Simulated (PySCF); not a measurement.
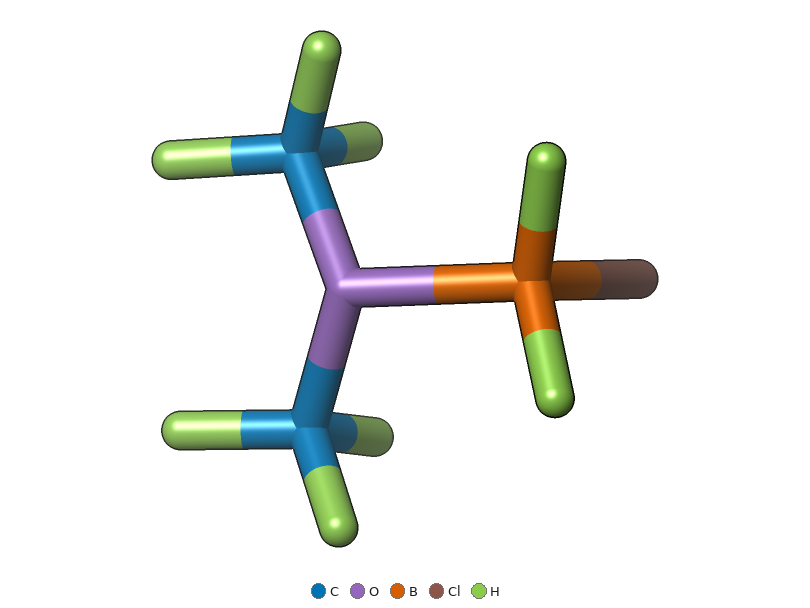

Every bond is drawn as one stick, whatever its order.

Computed geometry: GFN2-xTB optimisation. No frequency run is at hand to confirm it as a minimum.

Description:

Formula C2H8BClO. As SMILES it reads `C[O+](C)[BH2-]Cl`. It has no ring. Among its groups: B–H bond. This geometry has Cs symmetry. Coordination: 2 C tetrahedral; 1 O trigonal pyramidal; 1 B tetrahedral.

The parts below concern this one geometry. Atoms keep their numbers from picture to picture.

Charges

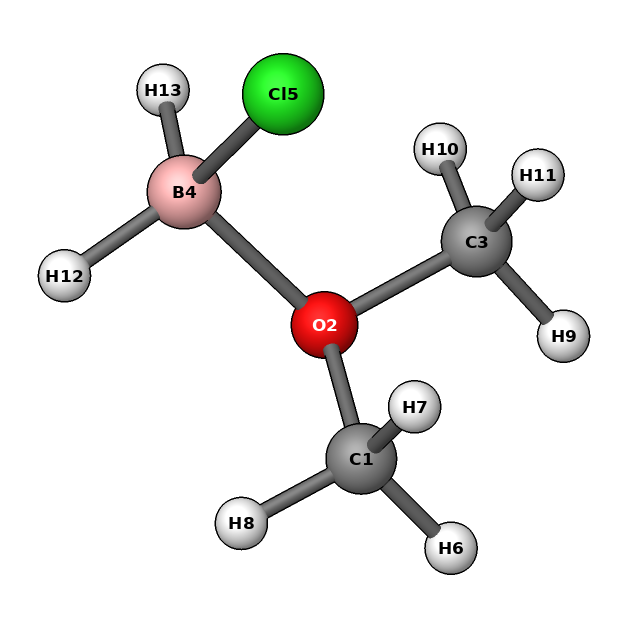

The questions are on IAO charges. No frequency run is at hand to confirm it as a minimum. Properties computed with PBE0/pcSseg-1, gas phase (PySCF 2.14.0).

List the IAO charges.

```
atom  value (e)
  C1      −0.22
  O2      −0.17
  C3      −0.22
  B4      −0.13
 Cl5      −0.24
  H6       0.15
  H7       0.16
  H8       0.18
  H9       0.15
 H10       0.18
 H11       0.16
 H12      −0.01
 H13      −0.01
```

Electronic properties

No frequency run is at hand to confirm it as a minimum. Level of theory: PBE0/def2-SVPD, gas phase (PySCF 2.14.0). Excitations: vertical, linear response.

Give the lowest vertical singlet excitation at this level.

6.79 eV.

Estimate the dipole moment.

5.10 D.

What is the HOMO energy (Kohn–Sham orbital)?

−7.40 eV.

What is the brightest of the 6 lowest singlets?

7.78 eV.

NMR shielding

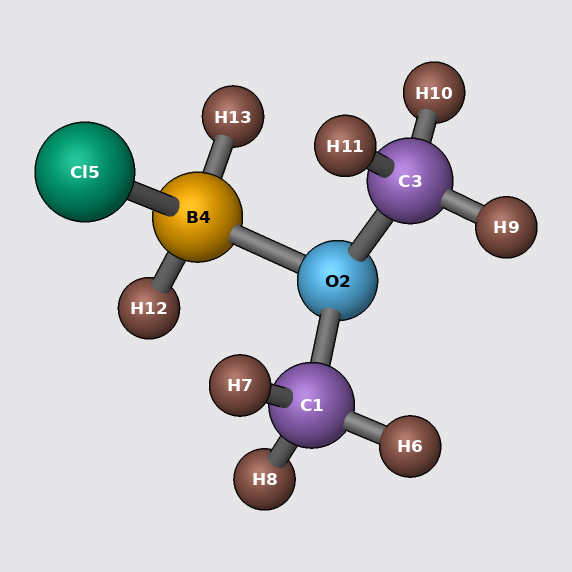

No frequency run is at hand to confirm it as a minimum. Properties computed with GIAO PBE0/pcSseg-1 NMR shielding, non-relativistic, gas phase (PySCF 2.14.0). Principal shieldings σ11 ≤ σ22 ≤ σ33, span Ω = σ33 − σ11, skew κ = 3(σiso − σ22)/Ω.

Give the shielding tensors of the O atoms.

| atom | σ11 | σ22 | σ33 | σiso | Ω | κ |
| --- | --- | --- | --- | --- | --- | --- |
| O2 | 287.7 | 322.6 | 327.5 | 312.6 | 39.8 | −0.76 |

Shieldings and span in ppm.

The geometry is semi-empirical. Around B such bond lengths and angles can be off by a tenth of an ångström or more and by several degrees, and values that hang on the shape move with them.
